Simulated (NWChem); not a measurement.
# triplet CH7BSi2 at 3 levels

Wanted: a comparison of 3 runs (UHF/6-31G*, UPBE/6-31G*, UMP2/6-31G*) of triplet CH7BSi2. 

Program for the calculation: NWChem 7.3.0.

6 further runs of the same task are left out: 1 that didn't finish, 5 set aside as unsound or not needed. Runs told in other sessions of the task aren't counted.

**1. Starting point**

The species is CH7BSi2 (11 atoms), meant as a triplet with charge 0. SMILES of the parent species: `CB1[SiH2][SiH2]1`. The coordinates come from a PBE0-D4/def2-TZVP relaxation. That shape belongs to the parent species and isn't relaxed for this state.

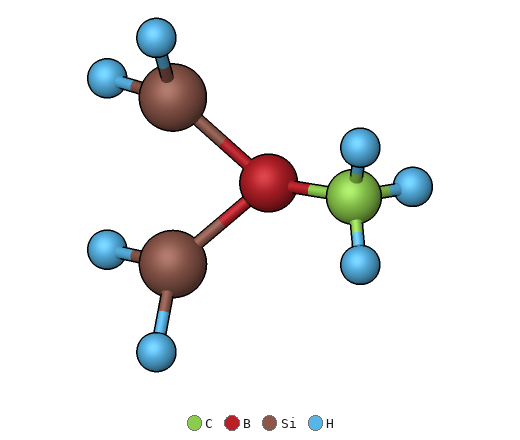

Viewed from a chosen angle; carbon green, boron red, silicon brown, hydrogen blue.

**2. The energy at UHF/6-31G(d) (spherical functions) (run 1)**

File input.xyz:

```xyz
11
CH7BSi2 hf
C     -0.263900     1.793500     0.099500
B     -0.450600     0.243000    -0.016600
Si     0.018800    -1.148600     1.199400
Si     0.210300    -0.982900    -1.318800
H      0.165600     2.121800     1.048800
H     -1.271300     2.229100     0.051100
H      0.301000     2.238000    -0.723000
H     -0.479200    -2.541300     1.107000
H      0.876900    -0.975400     2.403900
H      1.239000    -0.662800    -2.346600
H     -0.281200    -2.371200    -1.484200
```

File input.nw:

```
START input
TITLE "CH7BSi2 hf"
memory total 2200 mb

GEOMETRY noautosym nocenter noautoz
  load input.xyz
END

BASIS spherical bse
  * library 6-31G*
END

SCF
  nopen 2
  uhf
  thresh 1e-08
  maxiter 80
END

TASK scf energy
```

On the command line:

```console
$ nwchem input.nw > input.out
```

Standard output:

```text
[...]
  functions       =    78
[...]
  wavefunction    = UHF
[...]
         Total SCF energy =   -644.269470966079
      One electron energy =  -1251.217135102504
      Two electron energy =    425.471222563380
 Nuclear repulsion energy =    181.476441573045
                       Sz =      1.0000
                 Sz(Sz+1) =      2.0000
                      S^2 =      2.0245
[...]
```

Run time: 51 s. Hardware: 1 thread of Intel Xeon Platinum 8259CL at 2.50GHz (Skylake/Cascade Lake), shared host; peak memory 0.099 GiB.

**3. A single-point energy at UPBE/6-31G(d) (spherical functions) (run 2)**

File run.py:

```python
from ase import Atoms
from ase.calculators.nwchem import NWChem

atoms = Atoms('CBSiSiHHHHHHH', positions=[
    [-0.263900, 1.793500, 0.099500],
    [-0.450600, 0.243000, -0.016600],
    [0.018800, -1.148600, 1.199400],
    [0.210300, -0.982900, -1.318800],
    [0.165600, 2.121800, 1.048800],
    [-1.271300, 2.229100, 0.051100],
    [0.301000, 2.238000, -0.723000],
    [-0.479200, -2.541300, 1.107000],
    [0.876900, -0.975400, 2.403900],
    [1.239000, -0.662800, -2.346600],
    [-0.281200, -2.371200, -1.484200],
])

calc = NWChem(
    label='sp',
    theory='dft',
    memory='2200 mb',
    basis='6-31G*',
    basispar='spherical bse',
    dft={'xc': 'xpbe96 cpbe96', 'mult': '3', 'grid': 'xfine', 'convergence': 'energy 1e-08', 'iterations': '100', 'mulliken': None},
    task='energy',
)
atoms.calc = calc

print("Total energy (eV):", round(atoms.get_potential_energy(), 6))
```

On the command line:

```console
$ export ASE_NWCHEM_COMMAND="nwchem PREFIX.nwi > PREFIX.nwo"
$ python run.py
```

Standard output:

```text
Total energy (eV): -17565.689302
```

The calculator wrote sp.nwi:

```
title "sp"

permanent_dir sp

scratch_dir sp

start sp

geometry units angstrom nocenter noautosym noautoz
  C  -2.6390000000000002e-01 1.7935000000000001e+00 9.9500000000000005e-02
  B  -4.5060000000000000e-01 2.4299999999999999e-01 -1.6600000000000000e-02
  Si 1.8800000000000001e-02 -1.1486000000000001e+00 1.1994000000000000e+00
  Si 2.1029999999999999e-01 -9.8290000000000000e-01 -1.3188000000000000e+00
  H  1.6560000000000000e-01 2.1217999999999999e+00 1.0488000000000000e+00
  H  -1.2713000000000001e+00 2.2290999999999999e+00 5.1100000000000000e-02
  H  3.0099999999999999e-01 2.2380000000000000e+00 -7.2299999999999998e-01
  H  -4.7920000000000001e-01 -2.5413000000000001e+00 1.1070000000000000e+00
  H  8.7690000000000001e-01 -9.7540000000000004e-01 2.4039000000000001e+00
  H  1.2390000000000001e+00 -6.6279999999999994e-01 -2.3466000000000000e+00
  H  -2.8120000000000001e-01 -2.3712000000000000e+00 -1.4842000000000000e+00
end

memory 2200 mb

basis spherical bse noprint
   * library 6-31G*
end

dft
  xc xpbe96 cpbe96
  mult 3
  grid xfine
  convergence energy 1e-08
  iterations 100
  mulliken
end

task dft energy
```

sp.nwo:

```text
Northwest Computational Chemistry Package (NWChem) 7.3.0
             --------------------------------------------------------

           Job information
           ---------------

    nwchem branch   = 7.3.0
    use scalapack   = T
    input           = sp.nwi
    prefix          = sp.
    data base       = sp/sp.db
    status          = startup
    nproc           =        1

           Memory information
           ------------------

[... 5 lines left out ...]
    hardfail = no
[... 39 lines left out ...]
            Nuclear Dipole moment (a.u.)
[... 90 lines left out ...]
          Convergence on density requested:  1.00D-05
[... 25 lines left out ...]
          Convergence aids based upon iterative change in
[... 29 lines left out ...]
 2-e energy   =     421.677216
[... 66 lines left out ...]
           Coulomb energy =      478.268102385230
[... 567 lines left out ...]
                     DFT Final Beta Molecular Orbital Analysis
[... 657 lines left out ...]
     Multipole analysis of the density
     ---------------------------------

     L   x y z        total         alpha         beta         nuclear
     -   - - -        -----         -----         ----         -------
     0   0 0 0     -0.000000    -24.000000    -22.000000     46.000000

     1   1 0 0      0.156187      0.478181     -0.174217     -0.147777
[... 8 lines of this table left out ...]
     2   0 0 2    -29.668269   -128.136715   -118.969302    217.437748

 Task  times  cpu:      203.0s     wall:      203.0s
 Total times  cpu:      203.0s     wall:      203.0s
```

It took 3.4 min on 1 thread of Intel Xeon Platinum 8259CL at 2.50GHz (Skylake/Cascade Lake), shared host; peak memory 0.15 GiB.

**4. A single-point energy at UMP2/6-31G(d) (spherical functions) (run 3)**

File run.py:

```python
from ase import Atoms
from ase.calculators.nwchem import NWChem

atoms = Atoms(['C', 'B', 'Si', 'Si', 'H', 'H', 'H', 'H', 'H', 'H', 'H'], positions=[
    [-0.263900, 1.793500, 0.099500],
    [-0.450600, 0.243000, -0.016600],
    [0.018800, -1.148600, 1.199400],
    [0.210300, -0.982900, -1.318800],
    [0.165600, 2.121800, 1.048800],
    [-1.271300, 2.229100, 0.051100],
    [0.301000, 2.238000, -0.723000],
    [-0.479200, -2.541300, 1.107000],
    [0.876900, -0.975400, 2.403900],
    [1.239000, -0.662800, -2.346600],
    [-0.281200, -2.371200, -1.484200],
])

calc = NWChem(
    label='ch7bsi2',
    theory='mp2',
    memory='2200 mb',
    basis='6-31G*',
    basispar='spherical bse',
    scf={'nopen': '2', 'uhf': None, 'thresh': '1e-08', 'maxiter': '80'},
    mp2={'freeze': 'core 12', 'tight': None},
    task='energy',
)
atoms.calc = calc

print(f"energy = {atoms.get_potential_energy():.6f} eV")
```

On the command line:

```console
$ export ASE_NWCHEM_COMMAND="nwchem PREFIX.nwi > PREFIX.nwo"
$ python run.py
```

Standard output:

```text
energy = -17541.131169 eV
```

The calculator wrote ch7bsi2.nwi:

```
title "ch7bsi2"

permanent_dir ch7bsi2

scratch_dir ch7bsi2

start ch7bsi2

geometry units angstrom nocenter noautosym noautoz
  C  -2.6390000000000002e-01 1.7935000000000001e+00 9.9500000000000005e-02
  B  -4.5060000000000000e-01 2.4299999999999999e-01 -1.6600000000000000e-02
  Si 1.8800000000000001e-02 -1.1486000000000001e+00 1.1994000000000000e+00
  Si 2.1029999999999999e-01 -9.8290000000000000e-01 -1.3188000000000000e+00
  H  1.6560000000000000e-01 2.1217999999999999e+00 1.0488000000000000e+00
  H  -1.2713000000000001e+00 2.2290999999999999e+00 5.1100000000000000e-02
  H  3.0099999999999999e-01 2.2380000000000000e+00 -7.2299999999999998e-01
  H  -4.7920000000000001e-01 -2.5413000000000001e+00 1.1070000000000000e+00
  H  8.7690000000000001e-01 -9.7540000000000004e-01 2.4039000000000001e+00
  H  1.2390000000000001e+00 -6.6279999999999994e-01 -2.3466000000000000e+00
  H  -2.8120000000000001e-01 -2.3712000000000000e+00 -1.4842000000000000e+00
end

memory 2200 mb

basis spherical bse noprint
   * library 6-31G*
end

scf
  nopen 2
  uhf
  thresh 1e-08
  maxiter 80
end
mp2
  freeze core 12
  tight
end

task mp2 energy
```

ch7bsi2.nwo:

```text
Northwest Computational Chemistry Package (NWChem) 7.3.0
             --------------------------------------------------------

           Job information
           ---------------

    nwchem branch   = 7.3.0
    use scalapack   = T
    input           = ch7bsi2.nwi
    prefix          = ch7bsi2.
    data base       = ch7bsi2/ch7bsi2.db
    status          = startup
    nproc           =        1

           Memory information
           ------------------

[... 5 lines left out ...]
    hardfail = no
[... 39 lines left out ...]
            Nuclear Dipole moment (a.u.)
[... 91 lines left out ...]
 2-e energy   =     421.677216
[... 19 lines left out ...]
  ga_iter_lsolve: convergence stagnant ... aborting solve
[... 7 lines left out ...]
      One electron energy =  -1251.217135102603
[... 9 lines left out ...]
          Final alpha eigenvalues
[... 301 lines left out ...]
                     UHF Final Beta Molecular Orbital Analysis
[... 343 lines left out ...]
          ---------------------------------------------------
                    Spin Component Scaled (SCS) MP2
          Same spin pairs                     -0.077785931016
          Same spin scaling factor             0.333333333333
          Opposite spin pairs                 -0.277428989925
          Opposite spin scaling fact.          1.200000000000
          SCS-MP2 correlation energy          -0.358843431582
          Total SCS-MP2 energy              -644.628314397626
          ---------------------------------------------------

 -----------------------
 Task  times  cpu:       57.1s     wall:       57.1s
 Total times  cpu:       57.1s     wall:       57.1s
```

Run time: 59 s. Hardware: 1 thread of Intel Xeon Platinum 8259CL at 2.50GHz (Skylake/Cascade Lake), shared host; peak memory 0.17 GiB.

**5. All runs side by side**

| run | level | iteration cap | module | energy (Eh) | dipole moment (D) of the reference | HOMO energy (eV) | LUMO energy (eV) | wall time |
| --- | --- | --- | --- | --- | --- | --- | --- | --- |
| 1 | UHF/6-31G* (spherical functions) | 80 | scf | -644.269471 | 1.12 | -5.58 | -0.61 | 51 s |
| 2 | UPBE/6-31G* (spherical functions) | 100 | dft | -645.527181 | 0.65 | -2.67 | – | 3.4 min |
| 3 | UMP2/6-31G* (spherical functions) | 80 | mp2 | -644.624686 | – | -5.58 | -0.61 | 59 s |

**6. Summary of results**

| quantity | value |
| --- | --- |
| run 3: total energy | -644.62469 Eh |
| run 3: HOMO energy (Hartree–Fock orbitals) (highest over α and β) | -5.58 eV |
| run 3: LUMO energy (Hartree–Fock orbitals) (lowest over α and β) | -0.61 eV |
| run 3: correlation energy (12 core orbitals frozen) | -355.2 mEh |
| run 3: ⟨S²⟩ of the reference determinant | 2.025 |

All runs together took 5.2 min, the longest 3.4 min.
